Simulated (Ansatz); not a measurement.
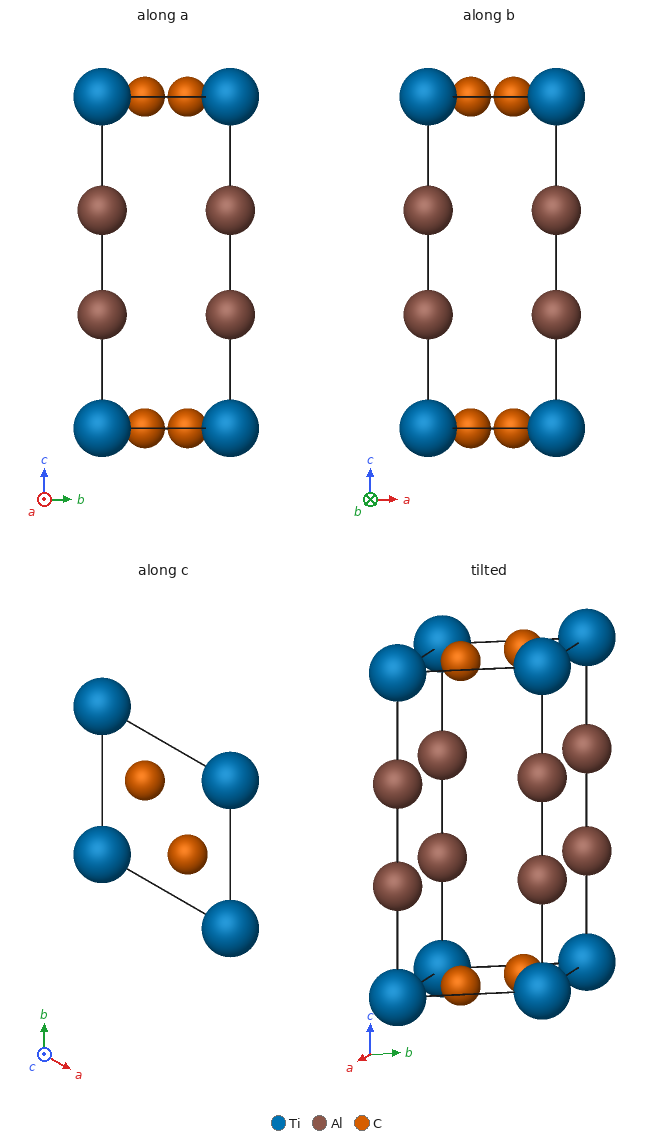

Shown here is a spheres-only view of the crystal, taken along the a axis, along the b axis, along the c axis and slightly off an axis. The outline marks the conventional unit cell.

Lattice parameters: a = 3.634 Å, b = 3.634 Å, c = 8.141 Å, α = 90.00°, β = 90.00°, γ = 120.00°. Put a along x and b in the xy plane.

Q: Turn the picture into a POSCAR file, with free fractional coordinates to two decimals.

A:
```
Ti Al C
1.0
     3.634    0.000    0.000
    -1.817    3.147    0.000
     0.000    0.000    8.141
Ti Al C
1 2 2
Direct
  0.00 0.00 0.00
  0.00 0.00 0.34
  0.00 0.00 0.66
  0.3333 0.6667 0.00
  0.6667 0.3333 0.00
```

Starting structure: a random cell made by a generator, so it need not be a real form of the compound. It is drawn as it came out of a relaxation with Ansatz 0.2.0, DFT PBE, scalar-relativistic, plane waves, PAW.
